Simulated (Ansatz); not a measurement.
The starting structures come from a database of crystals and need not be the phases stable at ambient conditions.

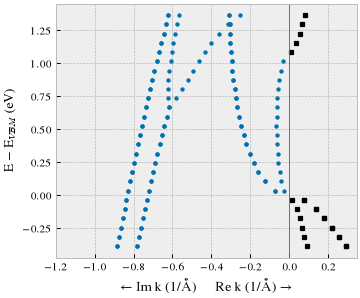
Figure: Complex bands at the centre of the two-dimensional zone; r2SCAN (Ansatz, a quantum-chemistry and plane-wave program)

The gap is the functional's own, uncorrected, and κ follows it; spin-orbit coupling is left out. Mid-gap values are interpolated between the computed energies.

Q: This is Sr(MgBi)2 (P-3m1, not sure to be the ambient phase, 5 atoms a cell, 32.3 Å³ an atom) along the normal of (001). Read off the slowest decay at the centre of the two-dimensional zone at 0.53 eV, the computed energy nearest the middle of the gap.

A: κ ≈ 0.07 1/Å, a decay length 1/(2κ) of the density of 7.5 Å.
